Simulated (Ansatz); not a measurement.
CH3N (SMILES C=N)

```yaml
atoms:
  - { symbol: C, position_ang: [-0.0372, -0.3865, 0.0380] }
  - { symbol: N, position_ang: [0.6232, 0.6543, -0.2259] }
  - { symbol: H, position_ang: [-1.0902, -0.4006, 0.3427] }
  - { symbol: H, position_ang: [0.4575, -1.3569, -0.0362] }
  - { symbol: H, position_ang: [0.0467, 1.4898, -0.1186] }
```

Geometry: PBE0-D4/def2-TZVP.

Method: Ansatz 0.2.0, RKS PBE0-D4/def2-TZVPP.

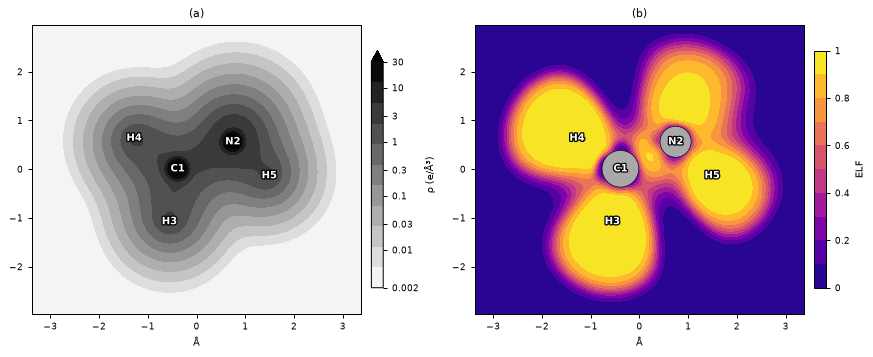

Figure 1. (a) electron density; (b) ELF on the molecular plane. Grey discs cover the atomic cores in the ELF map.

**What do the fields say about this system?**

The plane passes through C, N and H nuclei. C–N (1.26 Å): the density is about 2.9 e/Å³ at the midpoint; the ELF peaks at about 0.90 between the atoms (a multiple bond). N–H (1.02 Å): ρ at the midpoint is about 2.9 e/Å³; the ELF climbs to about 1 towards the hydrogen, as it does in any bond to H (an ordinary covalent bond to hydrogen). C–H (1.09 Å): the density is about 2.1 e/Å³ at the midpoint; the ELF climbs to about 1 towards the hydrogen; a covalent bond by its length. The ELF also peaks beside N2, away from the bonds: lone-pair regions.

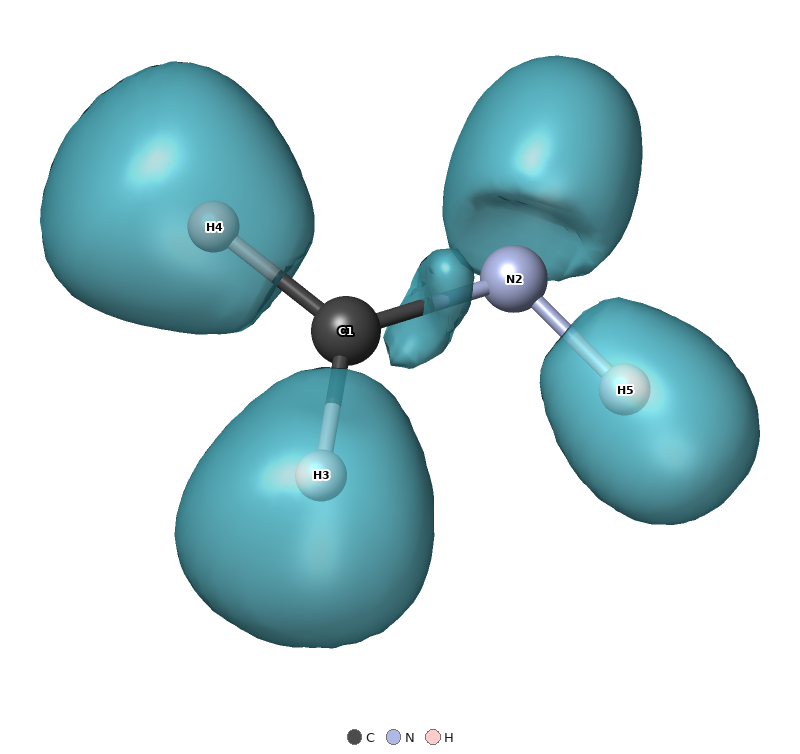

Figure 2. Isosurface of the ELF at 0.85 (cyan), seen at a tilt. Core shells and regions of very low density are left out.

**Identify the bonds, lone pairs and shells in this picture.**

The surface consists of one region between bonded C–N atoms (shared pairs), three regions around hydrogen nuclei and one lobe on N, pointing away from the bonds (lone pairs).

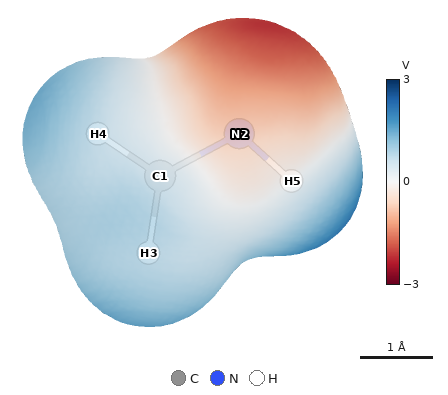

Figure 3. The molecular electrostatic potential painted on the density surface at 0.004 e/bohr³, seen at a tilt; red is negative and blue positive.

**Which sites attract a positive test charge, and which a negative one?**

A positive charge is drawn to the negative regions and a negative charge to the positive ones. The most negative region (about −2.1 V, or −48 kcal/mol for a unit charge) lies over N2, the most positive (about +2.2 V, or +51 kcal/mol for a unit charge) over H5. N2 is the likeliest acceptor of a hydrogen bond.

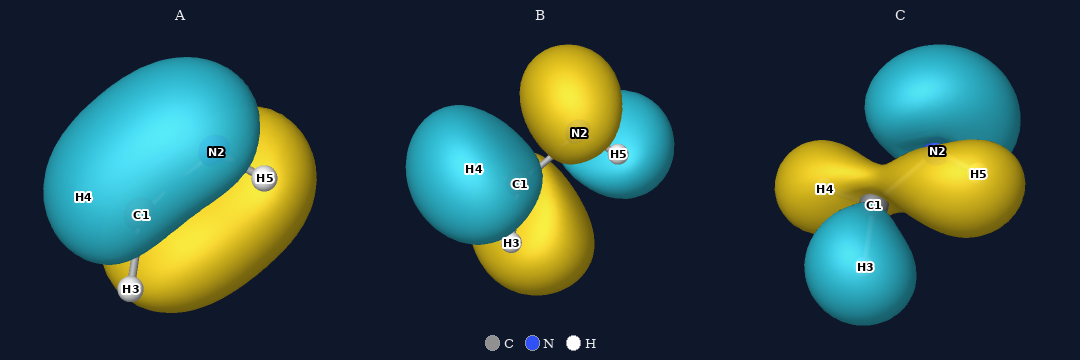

Figure 4. Three frontier orbitals at ±0.1 Å⁻³ᐟ² (yellow and cyan are the two phases), in no order.

**Order the three orbitals by energy and name them.**

A is the HOMO−1 (−9.60 eV). By Hirshfeld shares it lies mainly on N2 (about 50 %) and C1 (about 40 %); it changes sign across the molecular plane (π type); π-bonding across C1–N2. C is the HOMO (−7.78 eV). Its weight (Hirshfeld) is mainly on N2 (about 65 %), C1 (about 15 %), H3 (about 10 %) and H5 (about 10 %); it is symmetric in the molecular plane (an in-plane orbital: σ, lone-pair or in-plane π type). B is the LUMO (−0.45 eV). By Hirshfeld shares it lies mainly on C1 (about 45 %), N2 (about 40 %), H3 (about 5 %) and H4 (about 5 %); it changes sign across the molecular plane (π type); π-antibonding (a node) across C1–N2.

**What is the HOMO–LUMO gap?**

7.33 eV between the orbital energies.
